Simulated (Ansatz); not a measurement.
System: CH₇SbSi (SMILES [CH3][SbH][SiH3]).

The calculation's input:

```
crystal:
  periodic: [false, false, false]
  atoms:
    - {symbol: C, position_ang: [-0.973403, 1.240859, -0.736081]}
    - {symbol: Sb, position_ang: [-0.667203, -0.893588, -0.971156]}
    - {symbol: Si, position_ang: [0.816725, -1.083587, 1.119352]}
    - {symbol: H, position_ang: [-0.036479, 1.751024, -0.521531]}
    - {symbol: H, position_ang: [-1.675717, 1.401781, 0.081707]}
    - {symbol: H, position_ang: [-1.405132, 1.633057, -1.656398]}
    - {symbol: H, position_ang: [0.718025, -0.717347, -1.961558]}
    - {symbol: H, position_ang: [1.537969, -2.384488, 1.122521]}
    - {symbol: H, position_ang: [-0.042658, -1.020660, 2.333198]}
    - {symbol: H, position_ang: [1.810973, 0.021750, 1.192945]}
basis:
  gaussian: {orbitals: def2-TZVPP}
hamiltonian: {xc: pbe0, dispersion: d4}
output: {orbitals: {seedname: orbitals}}
```

Run with:

```sh
ansatz run in.yaml --threads 2 --pin off --events-out ev --progress --plain --max-ram 20480MiB --backend cpu
```

Geometry: PBE0-D4/def2-TZVP; core potentials replace the inner electrons of Sb.

Computed with RKS PBE0-D4/def2-TZVPP (Ansatz).

### What can the converged electron density and electron localisation function tell about the bonding?

C–Sb (2.17 Å): ρ at the midpoint is about 0.71 e/Å³; the ELF peaks at about 0.90 in the valence shell of C, 0.7 Å from its nucleus, and drops to about 0.20 between the two atoms.
Si–Sb (2.57 Å): ρ is about 0.53 e/Å³ halfway; the ELF peaks at about 0.95 between the atoms; a shared electron pair.
C–H (1.09 Å): ρ is about 2 e/Å³ halfway; the ELF climbs to about 1 towards the hydrogen, as it does in any bond to H (an ordinary covalent bond to hydrogen).

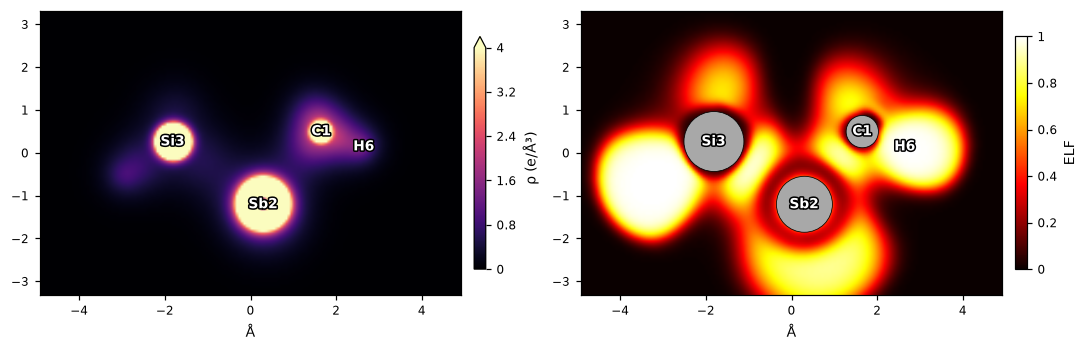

Computed electron density and electron localisation function on the plane of atoms C1, Sb2 and Si3, in this order. Grey discs cover the atomic cores in the ELF map. 
